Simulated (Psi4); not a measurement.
# MP3/pcseg-2 (DKH3, fitted SCF) run of AlH3F− (SMILES [H][Al-]([H])([H])[F])

Aim: the energy change on altering one bond length of AlH3F− at MP3/pcseg-2 (DKH3, fitted SCF), from 2 runs. 

The results are computed with Psi4 1.11.

3 further runs of the same task are left out: 3 set aside as unsound or not needed.

## Step 1: The molecule

The species is AlH3F− (5 atoms), meant as a singlet with charge -1. As SMILES, `[H][Al-]([H])([H])[F]`. The shape comes from GFN2-xTB, which is rough for such elements, and wasn't checked as a minimum.

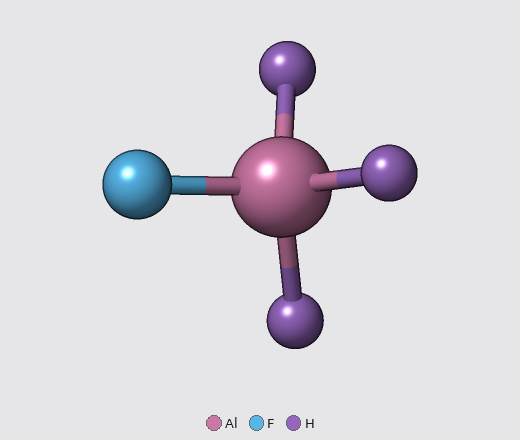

The structure, seen from a chosen angle (aluminium pink, fluorine blue, hydrogen purple).

## Step 2: A single-point energy at MP3/pcseg-2 (DKH3, fitted SCF)

Contents of calc.in:

```
memory 1.6 GB

molecule molecule1 {
  -1 1
  Al
  F 1 R2
  H 1 R3 2 A3
  H 1 R4 3 A4 2 D4
  H 1 R5 3 A5 4 D5

  R2 = 1.695635
  R3 = 1.614109
  A3 = 108.12082
  R4 = 1.614615
  A4 = 110.72353
  D4 = 118.31654
  R5 = 1.614044
  A5 = 110.76822
  D5 = 123.34711
}

set {
  basis        pcseg-2
  scf_type     df
  mp_type      conv
  relativistic dkh
  dkh_order    3
}

e = energy('mp3')
print_variables()
```

Command:

```sh
$ psi4 calc.in calc.out -n 1
```

calc.out (excerpt; [...] marks lines left out):

```text
[...]
  Running in c1 symmetry.
[...]
  Nuclear repulsion =   55.225959031597434
[...]
  Multiplicity = 1
[...]
  Nalpha       = 13
  Nbeta        = 13
[...]
    Number of basis functions: 106
[...]
   @DF-RHF iter   1:  -343.64421998264413   -9.65314e-01   3.88247e-03 DIIS/ADIIS
[...]
   @DF-RHF iter   9:  -343.71110466771199   -3.35376e-12   3.45769e-09 DIIS
[...]
    Orbital Energies [Eh]
    ---------------------
    Doubly Occupied:
       1A    -58.297703     2A    -26.039470     3A     -4.644857
       4A     -2.946160     5A     -2.945432     6A     -2.945429
       7A     -1.308000     8A     -0.451507     9A     -0.397663
      10A     -0.397659    11A     -0.314474    12A     -0.200187
      13A     -0.200060
[...]
  @DF-RHF Final Energy:  -343.71110466771199
   => Energetics <=
    Nuclear Repulsion Energy =             55.2259590315974336
    One-Electron Energy =                -595.6969229959822769
    Two-Electron Energy =                 196.7598592966728575
    Total Energy =                       -343.7111046677119930
[...]
 Multipole Moments:
 ------------------------------------------------------------------------------------
     Multipole            Electronic (a.u.)      Nuclear  (a.u.)        Total (a.u.)
 ------------------------------------------------------------------------------------
 L = 1.  Multiply by 2.5417464519 to convert [e a0] to [Debye]
 Dipole X            :          0.0022605           -0.0010194            0.0012411
 Dipole Y            :         -0.0028082            0.0013994           -0.0014088
 Dipole Z            :          4.3449207           -3.6030236            0.7418971
 Magnitude           :                                                    0.7418995
[...]
	SCS-MP2 Total Energy (a.u.)        :  -344.14952396938457
	SOS-MP2 Total Energy (a.u.)        :  -344.14946452526556
[...]
	SOS-PI-MP2 Total Energy (a.u.)     :  -344.18318451430810
[...]
	MP2 Total Energy (a.u.)            :  -344.14964285762272
[...]
	SCS-MP3 Total Energy (a.u.)        :  -344.15322843530436
[...]
	MP3 Total Energy (a.u.)            :  -344.16446072130191
[...]
```

Run time: 10 s. Hardware: 1 thread of Intel Xeon 6975P-C (Granite Rapids), shared host; peak memory 1.3 GiB.

## Step 3: The distorted shape

Contents of run.py:

```python
import psi4

psi4.set_memory('1600 MB')
psi4.set_num_threads(1)
psi4.core.set_output_file('run.log', False)

geom = psi4.geometry("""
-1 1
Al
F 1 2.0348
H 1 1.614109 2 108.12083
H 1 1.614615 3 110.72353 2 118.31653
H 1 1.614044 3 110.76822 4 123.34711
""")

psi4.set_options({
    'basis': 'pcseg-2',
    'scf_type': 'df',
    'mp_type': 'conv',
    'relativistic': 'dkh',
    'dkh_order': 3,
})

result, w = psi4.energy("mp3", return_wfn=True)
print(f'total energy {result:.8f} hartree = {result * 27.211386:.5f} eV')
```

Command:

```sh
$ python run.py
```

run.log (excerpt; [...] marks lines left out):

```text
[...]
  Running in c1 symmetry.
[...]
  Nuclear repulsion =   48.628373804115057
[...]
  Multiplicity = 1
[...]
  Nalpha       = 13
  Nbeta        = 13
[...]
    Number of basis functions: 106
[...]
   @DF-RHF iter   1:  -343.61242278358242   -1.09964e+00   4.05558e-03 ADIIS/DIIS
[...]
   @DF-RHF iter  10:  -343.68478890149004   -2.50111e-12   1.29821e-09 DIIS
[...]
    Orbital Energies [Eh]
    ---------------------
    Doubly Occupied:
       1A    -58.337760     2A    -26.006605     3A     -4.679786
       4A     -2.980545     5A     -2.980542     6A     -2.980057
       7A     -1.245435     8A     -0.396452     9A     -0.345248
      10A     -0.345245    11A     -0.320457    12A     -0.219235
      13A     -0.219107
[...]
  @DF-RHF Final Energy:  -343.68478890149004
   => Energetics <=
    Nuclear Repulsion Energy =             48.6283738041150571
    One-Electron Energy =                -582.5133757566925397
    Two-Electron Energy =                 190.2002130510874451
    Total Energy =                       -343.6847889014900375
[...]
 Multipole Moments:
 ------------------------------------------------------------------------------------
     Multipole            Electronic (a.u.)      Nuclear  (a.u.)        Total (a.u.)
 ------------------------------------------------------------------------------------
 L = 1.  Multiply by 2.5417464519 to convert [e a0] to [Debye]
 Dipole X            :          0.0022019           -0.0010196            0.0011823
 Dipole Y            :         -0.0027110            0.0013992           -0.0013118
 Dipole Z            :          4.2060916           -4.0467944            0.1592971
 Magnitude           :                                                    0.1593069
[...]
	SCS-MP2 Total Energy (a.u.)        :  -344.12656300939921
	SOS-MP2 Total Energy (a.u.)        :  -344.12658997045645
[...]
	SOS-PI-MP2 Total Energy (a.u.)     :  -344.16057466806927
[...]
	MP2 Total Energy (a.u.)            :  -344.12650908728455
[...]
	SCS-MP3 Total Energy (a.u.)        :  -344.12954076884046
[...]
	MP3 Total Energy (a.u.)            :  -344.13842012504949
[...]
```

The script printed:

```text
total energy -344.13842013 hartree = -9364.48339 eV
```

It took 10 s on 1 thread of Intel Xeon 6975P-C (Granite Rapids), shared host; peak memory 1.3 GiB.

## Step 4: Results

Level: MP3/pcseg-2 (DKH3, fitted SCF).

| quantity | value |
| --- | --- |
| first shape: total energy | -344.16446 Eh |
| first shape: HOMO energy (Hartree–Fock orbitals) | -5.44 eV |
| first shape: LUMO energy (Hartree–Fock orbitals) | 6.78 eV |
| first shape: HOMO–LUMO gap (to an unbound level, set by the basis) | 12.23 eV |
| first shape: correlation energy | -453.4 mEh |
| distorted shape: total energy | -344.13842 Eh |
| distorted shape: HOMO energy (Hartree–Fock orbitals) | -5.96 eV |
| distorted shape: LUMO energy (Hartree–Fock orbitals) | 6.72 eV |
| distorted shape: HOMO–LUMO gap (to an unbound level, set by the basis) | 12.68 eV |
| distorted shape: correlation energy | -453.6 mEh |
| energy change with the Al1–F2 bond stretched from 1.696 to 2.035 Å | 0.709 eV |

With the Al1–F2 bond stretched from 1.696 to 2.035 Å the energy rises by 0.71 eV (16.3 kcal/mol). The first shape isn't relaxed at this level, so the change isn't measured from a minimum.
